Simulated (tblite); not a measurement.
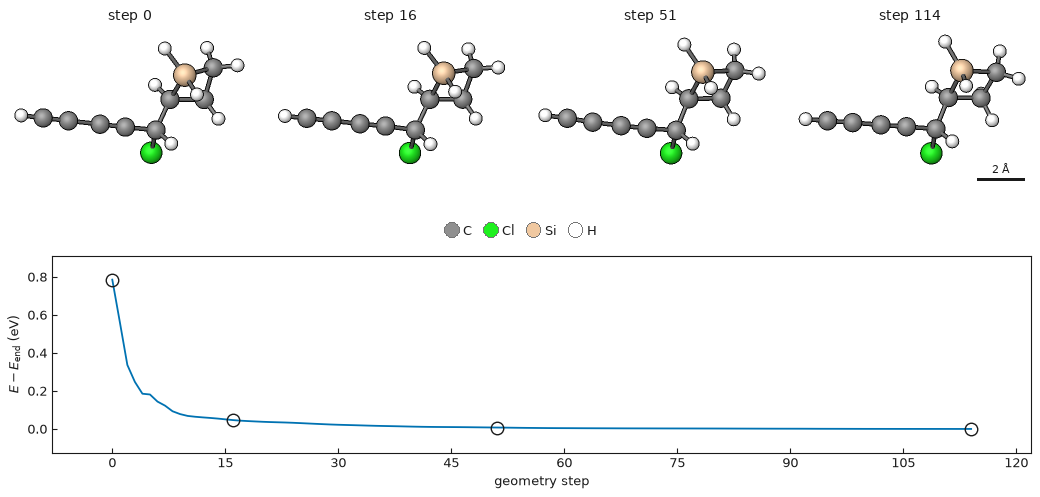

Frames of a relaxation of C₈H₉ClSi, marked on the history of the run. Style: ball-and-stick. Shown at a tilt.

Method: tblite, GFN2-xTB geometry optimisation, gas phase. 

> Describe the path.

Over 114 geometry steps the energy falls by 0.785 eV. The largest move after the best rigid fit is that of an H atom, 0.63 Å. By element the largest moves are H 0.63 Å, C 0.28 Å, Si 0.24 Å, Cl 0.05 Å. Near-neighbour distances that change, for instance: C–C 1.528 → 1.358 Å, C–Cl 1.793 → 1.834 Å, C–C 1.470 → 1.435 Å, C–Si 1.881 → 1.911 Å. Among the angles between lasting bonds that change: H–Si–H 117.5° → 111.5°, C–C–H 113.9° → 108.5°, C–C–Si 86.4° → 91.0°. The run took 0.96 s on 1 thread of Arm Neoverse V2, with other jobs on the host. From step 0 to 16: C and H atoms move most (0.18 Å), energy −0.739 eV. From step 16 to 51: an H atom moves most (0.30 Å), energy −0.039 eV. From step 51 to 114: H atoms move most (0.28 Å), energy −0.007 eV.

```json
{"step": "0", "E − E(0), eV": "0.0000"}
{"step": "1", "E − E(0), eV": "-0.2226"}
{"step": "2", "E − E(0), eV": "-0.4488"}
{"step": "3", "E − E(0), eV": "-0.5380"}
{"step": "4", "E − E(0), eV": "-0.6001"}
{"step": "5", "E − E(0), eV": "-0.6042"}
{"step": "6", "E − E(0), eV": "-0.6415"}
{"step": "7", "E − E(0), eV": "-0.6628"}
{"step": "8", "E − E(0), eV": "-0.6924"}
{"step": "9", "E − E(0), eV": "-0.7073"}
{"step": "10", "E − E(0), eV": "-0.7169"}
{"step": "15", "E − E(0), eV": "-0.7349"}
{"step": "21", "E − E(0), eV": "-0.7493"}
{"step": "26", "E − E(0), eV": "-0.7567"}
{"step": "32", "E − E(0), eV": "-0.7656"}
{"step": "37", "E − E(0), eV": "-0.7707"}
{"step": "43", "E − E(0), eV": "-0.7750"}
{"step": "48", "E − E(0), eV": "-0.7767"}
{"step": "54", "E − E(0), eV": "-0.7794"}
{"step": "59", "E − E(0), eV": "-0.7811"}
{"step": "65", "E − E(0), eV": "-0.7820"}
{"step": "70", "E − E(0), eV": "-0.7825"}
{"step": "76", "E − E(0), eV": "-0.7829"}
{"step": "81", "E − E(0), eV": "-0.7833"}
{"step": "87", "E − E(0), eV": "-0.7840"}
{"step": "92", "E − E(0), eV": "-0.7843"}
{"step": "98", "E − E(0), eV": "-0.7849"}
{"step": "103", "E − E(0), eV": "-0.7852"}
{"step": "109", "E − E(0), eV": "-0.7853"}
{"step": "114", "E − E(0), eV": "-0.7854"}
```
